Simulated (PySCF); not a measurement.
# H₄O₂, a solvent cluster: interaction energy, part 2 of 3

PySCF 2.14.0. Atoms count from 0, parts from 1. Earlier steps stand in the parts before.

### 5 Coupled-cluster interaction energy: CCSD(T) and MP2, 2.12 Å

The job: settings as JSON, then the geometry in Å.

```
{"job": {"kind": "intercc", "basis": "aug-cc-pVDZ", "basis_mid": "aug-cc-pVTZ", "basis_large": "aug-cc-pVQZ"}, "charge": 0, "multiplicity": 1, "parts": [{"atoms": "0-2", "charge": 0, "multiplicity": 1}, {"atoms": "3-5", "charge": 0, "multiplicity": 1}]}
O     -0.068940    -0.109212     0.274070
H     -0.596652    -0.419208    -0.467164
H      0.586814     0.478670    -0.111124
O     -1.561952     1.892219     2.078225
H     -1.673222     1.557918     2.970414
H     -1.145980     1.169008     1.585617
```

With the program's defaults for keys left out, this is: CCSD(T)/aug-cc-pVDZ and MP2/aug-cc-pVTZ, aug-cc-pVQZ counterpoise interaction energy, frozen core, gas phase.

The program printed:

```text
part 1, own basis, geometry of the cluster: E = -76.0603418450 (as before)

part 2, own basis, geometry of the cluster: E = -76.0600516819 (as before)

part 1, own basis, relaxed alone: E = -76.0604054583 (as before)

part 2, own basis, relaxed alone: E = -76.0604054583 (as before)

cluster
final grid: 4656 points
cycle   1  E = -152.1262471020  dE = -1.958e-03  |g| = 1.716e-02  |ddm| = 3.278e-01
cycle   2  E = -152.1264021323  dE = -1.550e-04  |g| = 6.400e-03  |ddm| = 4.785e-02
cycle   3  E = -152.1264266724  dE = -2.454e-05  |g| = 2.677e-03  |ddm| = 1.694e-02
cycle   4  E = -152.1264291986  dE = -2.526e-06  |g| = 7.943e-04  |ddm| = 4.789e-03
cycle   5  E = -152.1264294670  dE = -2.684e-07  |g| = 1.407e-04  |ddm| = 1.758e-03
cycle   6  E = -152.1264294791  dE = -1.209e-08  |g| = 2.715e-05  |ddm| = 4.289e-04
cycle   7  E = -152.1264294795  dE = -4.143e-10  |g| = 9.159e-06  |ddm| = 8.787e-05
converged SCF energy = -152.1264294795

part 1 in the basis of the cluster
final grid: 4656 points
cycle   1  E = -76.0604094084  dE = -6.841e-05  |g| = 1.945e-03  |ddm| = 2.258e-01
cycle   2  E = -76.0604106364  dE = -1.228e-06  |g| = 2.849e-04  |ddm| = 2.874e-02
cycle   3  E = -76.0604106717  dE = -3.527e-08  |g| = 3.220e-05  |ddm| = 5.020e-03
cycle   4  E = -76.0604106721  dE = -4.712e-10  |g| = 1.558e-05  |ddm| = 3.124e-04
converged SCF energy = -76.0604106721

part 2 in the basis of the cluster
final grid: 4656 points
cycle   1  E = -76.0600855680  dE = -3.422e-05  |g| = 1.080e-03  |ddm| = 1.584e-01
cycle   2  E = -76.0600859450  dE = -3.770e-07  |g| = 1.267e-04  |ddm| = 1.585e-02
cycle   3  E = -76.0600859522  dE = -7.220e-09  |g| = 1.192e-05  |ddm| = 2.065e-03
cycle   4  E = -76.0600859523  dE = -7.813e-11  |g| = 5.432e-06  |ddm| = 9.826e-05
converged SCF energy = -76.0600859523

Interaction energy (kcal/mol)
  counterpoise       -4.542
  uncorrected        -4.938
  dispersion part     0.000
  deformation         0.059
  binding            -4.483

Decomposition of the uncorrected value (kcal/mol)
  electrostatic      -6.198
  Pauli               3.753
  orbital            -1.343
  dispersion          0.000
  correlation        -1.149

Charge of each part in the cluster: 0.010 -0.010
part 1, own basis, geometry of the cluster: E = -76.0657052351 (as before)

part 2, own basis, geometry of the cluster: E = -76.0654013287 (as before)

part 1, own basis, relaxed alone: E = -76.0657738791 (as before)

part 2, own basis, relaxed alone: E = -76.0657738791 (as before)

cluster
final grid: 4656 points
cycle   1  E = -152.1369331432  dE = -1.992e-03  |g| = 1.752e-02  |ddm| = 4.189e-01
cycle   2  E = -152.1370932425  dE = -1.601e-04  |g| = 6.550e-03  |ddm| = 5.012e-02
cycle   3  E = -152.1371186507  dE = -2.541e-05  |g| = 2.607e-03  |ddm| = 1.646e-02
cycle   4  E = -152.1371211052  dE = -2.455e-06  |g| = 8.416e-04  |ddm| = 4.679e-03
cycle   5  E = -152.1371213814  dE = -2.762e-07  |g| = 1.532e-04  |ddm| = 1.769e-03
cycle   6  E = -152.1371213954  dE = -1.399e-08  |g| = 2.849e-05  |ddm| = 4.578e-04
cycle   7  E = -152.1371213959  dE = -4.505e-10  |g| = 9.207e-06  |ddm| = 8.349e-05
converged SCF energy = -152.1371213959

part 1 in the basis of the cluster
final grid: 4656 points
cycle   1  E = -76.0657344097  dE = -2.921e-05  |g| = 1.148e-03  |ddm| = 2.904e-01
cycle   2  E = -76.0657347581  dE = -3.485e-07  |g| = 1.431e-04  |ddm| = 2.871e-02
cycle   3  E = -76.0657347664  dE = -8.298e-09  |g| = 1.385e-05  |ddm| = 3.941e-03
cycle   4  E = -76.0657347666  dE = -1.145e-10  |g| = 2.805e-06  |ddm| = 2.596e-04
converged SCF energy = -76.0657347666

part 2 in the basis of the cluster
final grid: 4656 points
cycle   1  E = -76.0654125789  dE = -1.217e-05  |g| = 6.294e-04  |ddm| = 1.908e-01
cycle   2  E = -76.0654127104  dE = -1.315e-07  |g| = 7.433e-05  |ddm| = 1.890e-02
cycle   3  E = -76.0654127128  dE = -2.419e-09  |g| = 5.230e-06  |ddm| = 2.538e-03
cycle   4  E = -76.0654127128  dE = -1.569e-11  |g| = 1.996e-06  |ddm| = 1.093e-04
converged SCF energy = -76.0654127128

Interaction energy (kcal/mol)
  counterpoise       -4.658
  uncorrected        -4.844
  dispersion part     0.000
  deformation         0.085
  binding            -4.574

Decomposition of the uncorrected value (kcal/mol)
  electrostatic      -6.182
  Pauli               3.775
  orbital            -1.368
  dispersion          0.000
  correlation        -1.069

Charge of each part in the cluster: 0.010 -0.010
part 1 in the basis of the cluster: E(HF) = -76.041410190  E2 = -0.220130774  E(CCSD corr) = -0.227864927  (T) = -0.005321220
part 2 in the basis of the cluster: E(HF) = -76.040986313  E2 = -0.220157007  E(CCSD corr) = -0.227879952  (T) = -0.005297471
cluster: E(HF) = -152.088418960  E2 = -0.441208424  E(CCSD corr) = -0.456436817  (T) = -0.010830670

Counterpoise interaction energy (kcal/mol)
  hf_small                  -3.779
  mp2_small                 -4.357
  ccsd_small                -4.213
  ccsdt_small               -4.346
  hf_large                  -3.749
  mp2_large                 -4.658
  hf_middle                 -3.723
  mp2_middle                -4.542
  scs_mp2_large             -4.318
  mp2_limit                 -4.724
  ccsdt_less_mp2             0.011
  ccsdt_limit_estimate      -4.714
  bsse_mp2_large             0.186
```

It took 33 s on 1 thread of Arm Neoverse V1, shared host; peak memory 0.52 GiB.

Contacts at this geometry (a selection, picked against the atoms' radii; other short pairs can be missing):

```csv
atoms,distance (Å),kind (by distance and angle),angle (°)
H5···O0,2.12,hydrogen bond,169
```

Differences are taken before rounding.

```csv
method,interaction energy (kcal/mol),"from CCSD(T), limit estimate (kcal/mol)"
HF/aug-cc-pVDZ,-3.78,+0.93
MP2/aug-cc-pVDZ,-4.36,+0.36
CCSD/aug-cc-pVDZ,-4.21,+0.50
CCSD(T)/aug-cc-pVDZ,-4.35,+0.37
HF/aug-cc-pVQZ,-3.75,+0.97
MP2/aug-cc-pVQZ,-4.66,+0.06
SCS-MP2/aug-cc-pVQZ,-4.32,+0.40
"MP2, extrapolated",-4.72,-0.01
"CCSD(T), limit estimate",-4.71,0
```

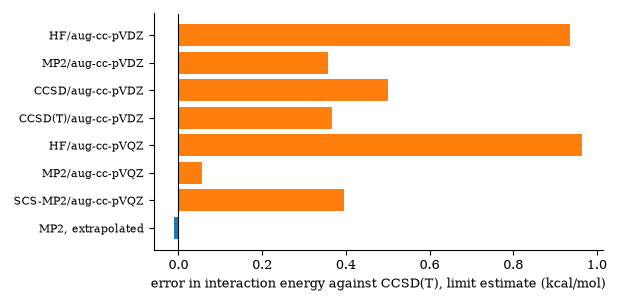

How far each level lands from CCSD(T), limit estimate.

These energies keep the parts at their geometry in the cluster; deforming them to it costs 0.08 kcal/mol (MP2).

### 6 Coupled-cluster interaction energy: CCSD(T) and MP2, 1.83 Å

Settings changed since step 5:

```diff
@@ -4,4 +4,4 @@
 H      0.586814     0.478670    -0.111124
-O     -1.561952     1.892219     2.078225
-H     -1.673222     1.557918     2.970414
-H     -1.145980     1.169008     1.585617
+O     -1.415083     1.717916     1.899378
+H     -1.526353     1.383615     2.791566
+H     -0.999111     0.994705     1.406769
```

Method: CCSD(T)/aug-cc-pVDZ and MP2/aug-cc-pVTZ, aug-cc-pVQZ counterpoise interaction energy, frozen core, gas phase.

The program printed:

```text
part 1, own basis, geometry of the cluster: E = -76.0603418450 (as before)

part 2, own basis, geometry of the cluster: E = -76.0600516819 (as before)

part 1, own basis, relaxed alone: E = -76.0604054583 (as before)

part 2, own basis, relaxed alone: E = -76.0604054583 (as before)

cluster
final grid: 4656 points
cycle   1  E = -152.1248417919  dE = -4.974e-03  |g| = 2.789e-02  |ddm| = 4.343e-01
cycle   2  E = -152.1252343590  dE = -3.926e-04  |g| = 9.977e-03  |ddm| = 6.832e-02
cycle   3  E = -152.1252983511  dE = -6.399e-05  |g| = 2.159e-03  |ddm| = 2.698e-02
cycle   4  E = -152.1253014403  dE = -3.089e-06  |g| = 6.040e-04  |ddm| = 5.887e-03
cycle   5  E = -152.1253015899  dE = -1.496e-07  |g| = 2.317e-04  |ddm| = 1.465e-03
cycle   6  E = -152.1253016045  dE = -1.458e-08  |g| = 4.267e-05  |ddm| = 3.730e-04
cycle   7  E = -152.1253016055  dE = -1.036e-09  |g| = 8.992e-06  |ddm| = 1.276e-04
cycle   8  E = -152.1253016055  dE = -4.482e-11  |g| = 4.065e-06  |ddm| = 2.373e-05
converged SCF energy = -152.1253016055

part 1 in the basis of the cluster
final grid: 4656 points
cycle   1  E = -76.0604307093  dE = -8.952e-05  |g| = 2.115e-03  |ddm| = 2.761e-01
cycle   2  E = -76.0604320843  dE = -1.375e-06  |g| = 2.972e-04  |ddm| = 3.431e-02
cycle   3  E = -76.0604321233  dE = -3.896e-08  |g| = 4.342e-05  |ddm| = 5.840e-03
cycle   4  E = -76.0604321239  dE = -6.492e-10  |g| = 2.271e-05  |ddm| = 3.661e-04
converged SCF energy = -76.0604321239

part 2 in the basis of the cluster
final grid: 4656 points
cycle   1  E = -76.0601055080  dE = -5.416e-05  |g| = 1.411e-03  |ddm| = 1.700e-01
cycle   2  E = -76.0601060893  dE = -5.813e-07  |g| = 1.642e-04  |ddm| = 1.836e-02
cycle   3  E = -76.0601061007  dE = -1.134e-08  |g| = 1.635e-05  |ddm| = 2.749e-03
cycle   4  E = -76.0601061008  dE = -1.288e-10  |g| = 7.714e-06  |ddm| = 1.922e-04
converged SCF energy = -76.0601061008

Interaction energy (kcal/mol)
  counterpoise       -4.467
  uncorrected        -5.018
  dispersion part     0.000
  deformation         0.059
  binding            -4.408

Decomposition of the uncorrected value (kcal/mol)
  electrostatic     -10.463
  Pauli              10.792
  orbital            -3.410
  dispersion          0.000
  correlation        -1.938

Charge of each part in the cluster: 0.021 -0.021
part 1, own basis, geometry of the cluster: E = -76.0657052351 (as before)

part 2, own basis, geometry of the cluster: E = -76.0654013287 (as before)

part 1, own basis, relaxed alone: E = -76.0657738791 (as before)

part 2, own basis, relaxed alone: E = -76.0657738791 (as before)

cluster
final grid: 4656 points
cycle   1  E = -152.1355089258  dE = -5.096e-03  |g| = 2.835e-02  |ddm| = 5.905e-01
cycle   2  E = -152.1359127662  dE = -4.038e-04  |g| = 1.021e-02  |ddm| = 7.527e-02
cycle   3  E = -152.1359782400  dE = -6.547e-05  |g| = 2.225e-03  |ddm| = 2.757e-02
cycle   4  E = -152.1359815193  dE = -3.279e-06  |g| = 5.908e-04  |ddm| = 5.959e-03
cycle   5  E = -152.1359816795  dE = -1.602e-07  |g| = 2.277e-04  |ddm| = 1.571e-03
cycle   6  E = -152.1359816923  dE = -1.284e-08  |g| = 4.586e-05  |ddm| = 3.397e-04
cycle   7  E = -152.1359816934  dE = -1.132e-09  |g| = 8.980e-06  |ddm| = 1.259e-04
cycle   8  E = -152.1359816935  dE = -4.545e-11  |g| = 3.737e-06  |ddm| = 2.524e-05
converged SCF energy = -152.1359816935

part 1 in the basis of the cluster
final grid: 4656 points
cycle   1  E = -76.0657412175  dE = -3.588e-05  |g| = 1.236e-03  |ddm| = 3.752e-01
cycle   2  E = -76.0657416175  dE = -4.000e-07  |g| = 1.525e-04  |ddm| = 3.743e-02
cycle   3  E = -76.0657416268  dE = -9.267e-09  |g| = 1.490e-05  |ddm| = 4.938e-03
cycle   4  E = -76.0657416269  dE = -1.284e-10  |g| = 3.504e-06  |ddm| = 2.652e-04
converged SCF energy = -76.0657416269

part 2 in the basis of the cluster
final grid: 4656 points
cycle   1  E = -76.0654175664  dE = -1.722e-05  |g| = 7.655e-04  |ddm| = 2.663e-01
cycle   2  E = -76.0654177542  dE = -1.878e-07  |g| = 9.197e-05  |ddm| = 2.905e-02
cycle   3  E = -76.0654177579  dE = -3.681e-09  |g| = 6.814e-06  |ddm| = 4.356e-03
cycle   4  E = -76.0654177579  dE = -2.643e-11  |g| = 1.986e-06  |ddm| = 2.467e-04
converged SCF energy = -76.0654177579

Interaction energy (kcal/mol)
  counterpoise       -4.676
  uncorrected        -4.958
  dispersion part     0.000
  deformation         0.085
  binding            -4.591

Decomposition of the uncorrected value (kcal/mol)
  electrostatic     -10.436
  Pauli              10.870
  orbital            -3.494
  dispersion          0.000
  correlation        -1.899

Charge of each part in the cluster: 0.020 -0.020
part 1 in the basis of the cluster: E(HF) = -76.041574805  E2 = -0.220410092  E(CCSD corr) = -0.228129760  (T) = -0.005361829
part 2 in the basis of the cluster: E(HF) = -76.041011823  E2 = -0.220280561  E(CCSD corr) = -0.227992949  (T) = -0.005315462
cluster: E(HF) = -152.087322708  E2 = -0.442343267  E(CCSD corr) = -0.457291212  (T) = -0.011031536

Counterpoise interaction energy (kcal/mol)
  hf_small                  -2.972
  mp2_small                 -4.009
  ccsd_small                -3.705
  ccsdt_small               -3.928
  hf_large                  -3.026
  mp2_large                 -4.676
  hf_middle                 -2.989
  mp2_middle                -4.467
  scs_mp2_large             -4.081
  mp2_limit                 -4.801
  ccsdt_less_mp2             0.082
  ccsdt_limit_estimate      -4.720
  bsse_mp2_large             0.283
```

Wall time 33 s (1 thread of Arm Neoverse V1, shared host); peak memory 0.52 GiB.

Contacts at this geometry (a selection, picked against the atoms' radii; other short pairs can be missing):

```
  atoms  distance (Å)  kind (by distance and angle)  angle (°)
H5···O0          1.83                 hydrogen bond        169
```

```
                 method  interaction energy (kcal/mol)  from CCSD(T), limit estimate (kcal/mol)
         HF/aug-cc-pVDZ                          -2.97                                    +1.75
        MP2/aug-cc-pVDZ                          -4.01                                    +0.71
       CCSD/aug-cc-pVDZ                          -3.71                                    +1.01
    CCSD(T)/aug-cc-pVDZ                          -3.93                                    +0.79
         HF/aug-cc-pVQZ                          -3.03                                    +1.69
        MP2/aug-cc-pVQZ                          -4.68                                    +0.04
    SCS-MP2/aug-cc-pVQZ                          -4.08                                    +0.64
      MP2, extrapolated                          -4.80                                    -0.08
CCSD(T), limit estimate                          -4.72                                        0
```

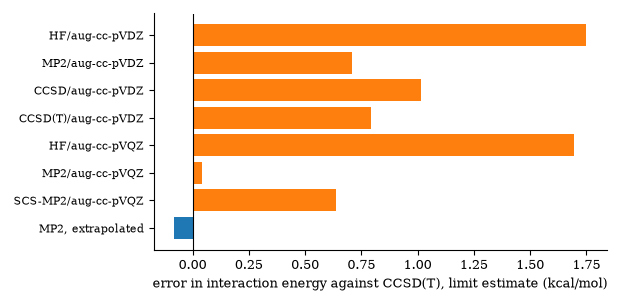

How far each level lands from CCSD(T), limit estimate.

These energies keep the parts at their geometry in the cluster; deforming them to it costs 0.08 kcal/mol (MP2).

### 7 Coupled-cluster interaction energy: CCSD(T) and MP2, 2.41 Å

Settings changed since step 6:

```diff
@@ -4,4 +4,4 @@
 H      0.586814     0.478670    -0.111124
-O     -1.415083     1.717916     1.899378
-H     -1.526353     1.383615     2.791566
-H     -0.999111     0.994705     1.406769
+O     -1.708821     2.066522     2.257073
+H     -1.820091     1.732220     3.149261
+H     -1.292849     1.343310     1.764464
```

With the program's defaults for keys left out, this is: CCSD(T)/aug-cc-pVDZ and MP2/aug-cc-pVTZ, aug-cc-pVQZ counterpoise interaction energy, frozen core, gas phase.

The program printed:

```text
part 1, own basis, geometry of the cluster: E = -76.0603418450 (as before)

part 2, own basis, geometry of the cluster: E = -76.0600516819 (as before)

part 1, own basis, relaxed alone: E = -76.0604054583 (as before)

part 2, own basis, relaxed alone: E = -76.0604054583 (as before)

cluster
final grid: 4656 points
cycle   1  E = -152.1255936865  dE = -8.963e-04  |g| = 1.165e-02  |ddm| = 2.963e-01
cycle   2  E = -152.1256628412  dE = -6.915e-05  |g| = 4.610e-03  |ddm| = 3.978e-02
cycle   3  E = -152.1256732428  dE = -1.040e-05  |g| = 2.372e-03  |ddm| = 1.131e-02
cycle   4  E = -152.1256753374  dE = -2.095e-06  |g| = 4.966e-04  |ddm| = 4.637e-03
cycle   5  E = -152.1256754727  dE = -1.353e-07  |g| = 9.906e-05  |ddm| = 1.244e-03
cycle   6  E = -152.1256754789  dE = -6.211e-09  |g| = 1.885e-05  |ddm| = 3.212e-04
cycle   7  E = -152.1256754791  dE = -2.046e-10  |g| = 5.649e-06  |ddm| = 6.332e-05
converged SCF energy = -152.1256754791

part 1 in the basis of the cluster
final grid: 4656 points
cycle   1  E = -76.0604087871  dE = -6.774e-05  |g| = 1.912e-03  |ddm| = 2.307e-01
cycle   2  E = -76.0604098933  dE = -1.106e-06  |g| = 2.672e-04  |ddm| = 2.691e-02
cycle   3  E = -76.0604099221  dE = -2.888e-08  |g| = 2.778e-05  |ddm| = 4.165e-03
cycle   4  E = -76.0604099225  dE = -3.884e-10  |g| = 1.162e-05  |ddm| = 2.688e-04
converged SCF energy = -76.0604099225

part 2 in the basis of the cluster
final grid: 4656 points
cycle   1  E = -76.0600758136  dE = -2.473e-05  |g| = 8.884e-04  |ddm| = 1.558e-01
cycle   2  E = -76.0600760783  dE = -2.648e-07  |g| = 1.024e-04  |ddm| = 1.519e-02
cycle   3  E = -76.0600760833  dE = -4.947e-09  |g| = 1.005e-05  |ddm| = 1.855e-03
cycle   4  E = -76.0600760833  dE = -4.904e-11  |g| = 5.211e-06  |ddm| = 6.716e-05
converged SCF energy = -76.0600760833

Interaction energy (kcal/mol)
  counterpoise       -3.697
  uncorrected        -3.998
  dispersion part     0.000
  deformation         0.059
  binding            -3.637

Decomposition of the uncorrected value (kcal/mol)
  electrostatic      -4.005
  Pauli               1.304
  orbital            -0.614
  dispersion          0.000
  correlation        -0.682

Charge of each part in the cluster: 0.005 -0.005
part 1, own basis, geometry of the cluster: E = -76.0657052351 (as before)

part 2, own basis, geometry of the cluster: E = -76.0654013287 (as before)

part 1, own basis, relaxed alone: E = -76.0657738791 (as before)

part 2, own basis, relaxed alone: E = -76.0657738791 (as before)

cluster
final grid: 4656 points
cycle   1  E = -152.1362590941  dE = -8.551e-04  |g| = 1.171e-02  |ddm| = 3.299e-01
cycle   2  E = -152.1363291664  dE = -7.007e-05  |g| = 4.683e-03  |ddm| = 3.817e-02
cycle   3  E = -152.1363398578  dE = -1.069e-05  |g| = 2.369e-03  |ddm| = 1.050e-02
cycle   4  E = -152.1363419417  dE = -2.084e-06  |g| = 5.133e-04  |ddm| = 4.422e-03
cycle   5  E = -152.1363420768  dE = -1.351e-07  |g| = 1.071e-04  |ddm| = 1.247e-03
cycle   6  E = -152.1363420840  dE = -7.172e-09  |g| = 1.922e-05  |ddm| = 3.361e-04
cycle   7  E = -152.1363420842  dE = -2.101e-10  |g| = 5.568e-06  |ddm| = 6.480e-05
converged SCF energy = -152.1363420842

part 1 in the basis of the cluster
final grid: 4656 points
cycle   1  E = -76.0657301332  dE = -2.497e-05  |g| = 1.015e-03  |ddm| = 2.652e-01
cycle   2  E = -76.0657304340  dE = -3.008e-07  |g| = 1.283e-04  |ddm| = 2.738e-02
cycle   3  E = -76.0657304412  dE = -7.285e-09  |g| = 1.349e-05  |ddm| = 3.776e-03
cycle   4  E = -76.0657304414  dE = -1.037e-10  |g| = 3.966e-06  |ddm| = 2.359e-04
converged SCF energy = -76.0657304414

part 2 in the basis of the cluster
final grid: 4656 points
cycle   1  E = -76.0654089937  dE = -8.750e-06  |g| = 5.269e-04  |ddm| = 1.395e-01
cycle   2  E = -76.0654090900  dE = -9.634e-08  |g| = 6.230e-05  |ddm| = 1.281e-02
cycle   3  E = -76.0654090918  dE = -1.730e-09  |g| = 4.258e-06  |ddm| = 1.596e-03
cycle   4  E = -76.0654090918  dE = -9.919e-12  |g| = 1.866e-06  |ddm| = 5.502e-05
converged SCF energy = -76.0654090918

Interaction energy (kcal/mol)
  counterpoise       -3.754
  uncorrected        -3.878
  dispersion part     0.000
  deformation         0.085
  binding            -3.669

Decomposition of the uncorrected value (kcal/mol)
  electrostatic      -3.998
  Pauli               1.301
  orbital            -0.589
  dispersion          0.000
  correlation        -0.592

Charge of each part in the cluster: 0.005 -0.005
part 1 in the basis of the cluster: E(HF) = -76.041330437  E2 = -0.219977413  E(CCSD corr) = -0.227716383  (T) = -0.005294963
part 2 in the basis of the cluster: E(HF) = -76.040969148  E2 = -0.220090373  E(CCSD corr) = -0.227816473  (T) = -0.005285660
cluster: E(HF) = -152.087578743  E2 = -0.440561635  E(CCSD corr) = -0.455912053  (T) = -0.010699998

Counterpoise interaction energy (kcal/mol)
  hf_small                  -3.313
  mp2_small                 -3.623
  ccsd_small                -3.551
  ccsdt_small               -3.626
  hf_large                  -3.265
  mp2_large                 -3.754
  hf_middle                 -3.256
  mp2_middle                -3.697
  scs_mp2_large             -3.557
  mp2_limit                 -3.790
  ccsdt_less_mp2            -0.003
  ccsdt_limit_estimate      -3.793
  bsse_mp2_large             0.124
```

It took 33 s on 1 thread of Arm Neoverse V1, shared host; peak memory 0.52 GiB.

Contacts at this geometry (a selection, picked against the atoms' radii; other short pairs can be missing):

```
  atoms  distance (Å)  kind (by distance and angle)  angle (°)
H5···O0          2.41                 hydrogen bond        169
```

Differences are taken before rounding.

```csv
method,interaction energy (kcal/mol),"from CCSD(T), limit estimate (kcal/mol)"
HF/aug-cc-pVDZ,-3.31,+0.48
MP2/aug-cc-pVDZ,-3.62,+0.17
CCSD/aug-cc-pVDZ,-3.55,+0.24
CCSD(T)/aug-cc-pVDZ,-3.63,+0.17
HF/aug-cc-pVQZ,-3.26,+0.53
MP2/aug-cc-pVQZ,-3.75,+0.04
SCS-MP2/aug-cc-pVQZ,-3.56,+0.24
"MP2, extrapolated",-3.79,0.00
"CCSD(T), limit estimate",-3.79,0
```

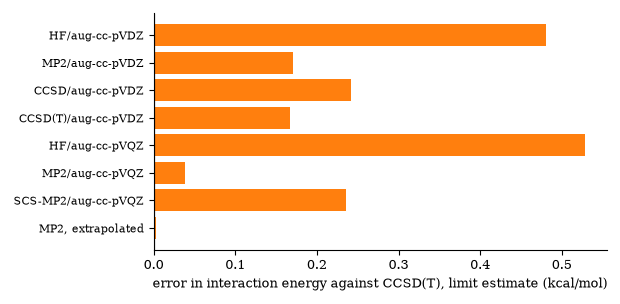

Error of each method against CCSD(T), limit estimate.

These energies keep the parts at their geometry in the cluster; deforming them to it costs 0.08 kcal/mol (MP2).

[end of part 2 of 3]
